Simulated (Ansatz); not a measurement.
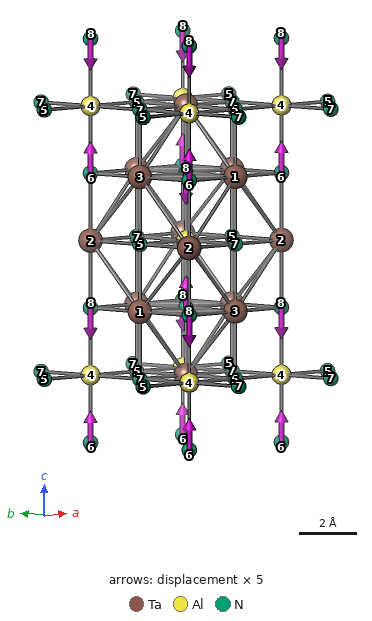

A relaxation of crystalline Ta3AlN4 (a generated structure, set up in I4/mmm) (coarse preliminary run). The starting structure is drawn; purple arrows show the displacements (the part carried along by the change of the cell is left out), magnified 5 times.

Style: ball-and-stick. Shown: the conventional cell (2 times the calculation's cell), from a free direction. Lengths and directions refer to the drawn axes.

All numbers below come from DFT PBE, scalar-relativistic, plane waves, PAW in Ansatz.

Input
```yaml
crystal:
  lattice:
    - [-2.37397613, 2.37397613, 4.74795226]
    - [2.37397613, -2.37397613, 4.74795226]
    - [2.37397613, 2.37397613, -4.74795226]
  atoms:
    - { symbol: Ta, position: [0.75, 0.25, 0.5] }
    - { symbol: Ta, position: [0.5, 0.5, 0.0] }
    - { symbol: Ta, position: [0.25, 0.75, 0.5] }
    - { symbol: Al, position: [0.0, 0.0, 0.0] }
    - { symbol: "N", position: [0.0, 0.5, 0.5] }
    - { symbol: "N", position: [0.75, 0.75, 0.0] }
    - { symbol: "N", position: [0.5, 0.0, 0.5] }
    - { symbol: "N", position: [0.25, 0.25, 0.0] }
basis:
  ecutwfc: 420
kpoints:
  mp_grid: { grid: [6, 6, 6] }
hamiltonian:
  xc: pbe
scf:
  occupations: { method: gaussian, width: 0.1 }
  lower_state_search: "off"
output:
  forces: true
  stress: true
  eigenvalues: true
relax:
  adjacent_minimum: "off"
  f_tol: 0.04
  max_steps: 70
  cell: { stress_tol: 0.4 }
```

Launched with:
```bash
ansatz run input.yaml --threads 1 --pin off --max-ram 2560MiB --backend cpu --events-out ev --progress --plain --runs-dir out
```

Question: Atoms of which element are displaced furthest, and by how much?

Answer: Nitrogen: up to 0.23 Å, against 0.00 Å for aluminium.

Question: Describe the change and its energy.

Answer: The largest moves relative to the cell, 0.23 Å, are those of N6 and N8. N6 goes along +c. Al and Ta stay in place. The volume changes by −22.3 %, with a = b 4.748 → 4.369 Å (−8.0 %), c 9.496 → 8.711 Å (−8.3 %). Some distances before and after: Al4–N6 2.374 → 1.949 Å, Ta1–Ta2 3.357 → 3.084 Å, Ta1–Ta3 3.357 → 3.089 Å, Ta1–N5 2.374 → 2.178 Å. Bond angles that change, for instance: Ta1–N8–Ta1 180.0° → 168.0°, Ta1–N8–Ta2 90.0° → 84.0°, Ta1–N8–Al4 90.0° → 96.0°. The space group stays I4/mmm (No. 139). Over 6 accepted moves (8 points after the start) the energy falls by 4.164 eV per cell of the calculation. Largest force component: 0.55 eV/Å at the start, 0.0022 eV/Å at the end. The pressure goes from −40.62 to −0.02 GPa. At 2 points the geometry stayed and the basis and grid were re-selected for the new cell (energy shift of 19.9 meV per cell of the calculation at most each time).
